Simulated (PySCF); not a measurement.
# Run report: CoH3 (charge −1), frequency calculation

System: CoH3, charge −1, multiplicity 4.
Method: UKS-based PBE0, Co def2-TZVPD, H def2-TZVPD; non-relativistic Hamiltonian; density fitting (PySCF 2.14.0).

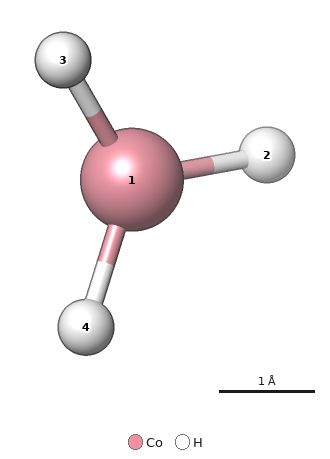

Figure 1. The input geometry (ball-and-stick view, seen at a tilt; atoms are numbered from 1 in the order of the input). Sticks mark near contacts. Bond lengths as drawn: Co–H 1.66 Å.

**Results in brief**

```csv
quantity,value
outcome,converged
total energy,−1384.304236 hartree
⟨S²⟩,3.766
zero-point energy,0.013413 hartree
"wavenumbers, lowest and highest",478 and 1516 cm⁻¹
hardware,"2 threads of AMD EPYC (Zen 5), 64 GiB of memory available, shared host"
wall time,14 s (CPU time 30 s)
peak memory,0.96 GiB
```

**Input file**
```python
from pyscf import gto, scf, dft
mol = gto.M(atom='''
Co     0.000000     0.000000    -0.006041
H      1.653273    -0.000037     0.117759
H     -0.826605     1.431795     0.117759
H     -0.826669    -1.431758     0.117759''',
    basis={'Co': 'def2-TZVPD', 'H': 'def2-TZVPD'},
    charge=-1, spin=3)
mf = dft.UKS(mol, xc='PBE0')
mf.grids.atom_grid = (75, 302)
aux = {'Co': 'def2-universal-JKFIT', 'H': 'def2-universal-JKFIT'}
mf = mf.density_fit(auxbasis=aux)
mf.conv_tol = 1e-09
mf.diis_space = 10
mf.max_cycle = 60
mf.verbose = 4
mf.kernel()
```

The script is an equivalent of the set-up of the self-consistent field. The run itself was carried out by a driver, which started from the orbitals of the step before it where there was one and computed the further properties.

Command:
```bash
OMP_NUM_THREADS=2 python axn.py task.json out
```

**Log**
```
init E= -1384.30423587347
  alpha nocc = 17  HOMO = -0.0332961929652356  LUMO = 0.15782449868385
  beta  nocc = 14  HOMO = -0.0641716869040899  LUMO = 0.135943927858883
  HOMO = -0.0332961929652  LUMO = 0.135943927859  gap/eV = 4.60526
cycle= 1 E= -1384.3042358735  delta_E= -3.12e-11  |g|= 7.14e-06  |ddm|= 6.98e-06
  alpha nocc = 17  HOMO = -0.0332953975138955  LUMO = 0.15782612027991
  beta  nocc = 14  HOMO = -0.0641687897256965  LUMO = 0.135946180060119
  HOMO = -0.0332953975139  LUMO = 0.13594618006  gap/eV = 4.60530
Extra cycle  E= -1384.30423587343  delta_E= 6.68e-11  |g|= 1.99e-05  |ddm|= 1.07e-05
converged SCF energy = -1384.30423587343  <S^2> = 3.7658218  2S+1 = 4.0079031
```

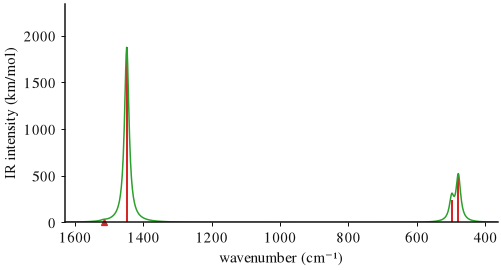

Figure 2. Harmonic infrared spectrum, unscaled: sticks (degenerate modes added up, dark ones marked on the axis) with a Lorentzian envelope of 16 cm⁻¹ full width, scaled to the tallest stick. 6 modes from 478 to 1516 cm⁻¹, none imaginary. The strongest line is at 1449 cm⁻¹ (1877 km/mol). All modes, in cm⁻¹ (km/mol): 478 (490), 498 (120), 498 (120), 1449 (938), 1449 (938), 1516 (9.1).

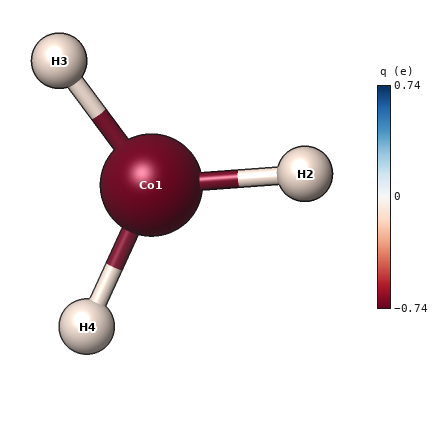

Figure 3. Mulliken charges, as the colour of each atom (ball-and-stick view, seen at a tilt; atoms are numbered from 1 in the order of the input). By element: Co −0.71 and H −0.10 e.
